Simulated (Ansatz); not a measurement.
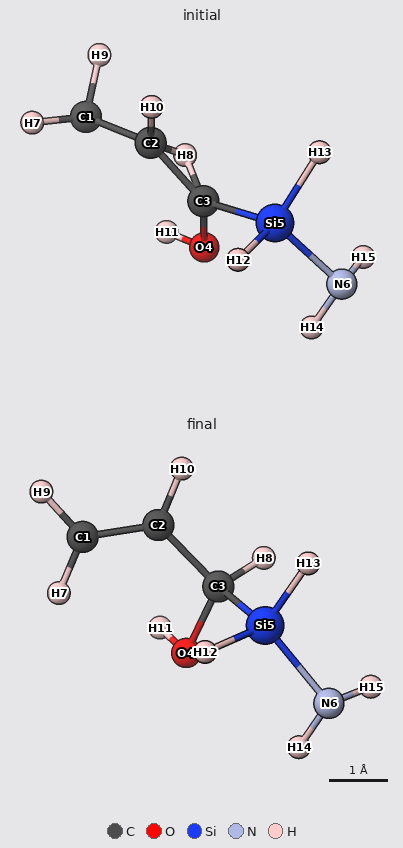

The structure of C$_{3}$H$_{9}$NOSi before (top) and after (bottom) a relaxation, at one scale.

The picture is a ball-and-stick view, seen from a free direction.

The run prepares an end point of a later path (hydrogen shift) calculation, from a guessed geometry.

All numbers below come from RKS PBE0-D4/STO-3G (Ansatz 0.2.0). Set-up: no spin polarisation; force threshold 0.02 eV/Å; at most 50 steps.

> What changed between the two?

After 21 geometry steps the energy has fallen by 1011.8 kJ/mol. Largest force component: 11 eV/Å at the start, 0.015 eV/Å at the end. The largest move after the best rigid fit is that of H9, 1.66 Å. By element the largest moves are H 1.66 Å, C 0.74 Å, N 0.35 Å, O 0.33 Å, Si 0.27 Å. Among the contacts that change: C2–H8 1.038 → 2.141 Å, C1–C2 1.535 → 1.331 Å, C3–O4 1.301 → 1.460 Å, C2–C3 1.373 → 1.530 Å. Bonds break: C2–H8 (1.04 → 2.14 Å). Among the angles between lasting bonds that change: C2–C3–H8 48.2° → 107.1°, Si5–C3–H8 141.6° → 108.2°, O4–C3–H8 88.4° → 111.1°.

Limits of the set-up: STO-3G is a minimal basis, so the numbers are rough.
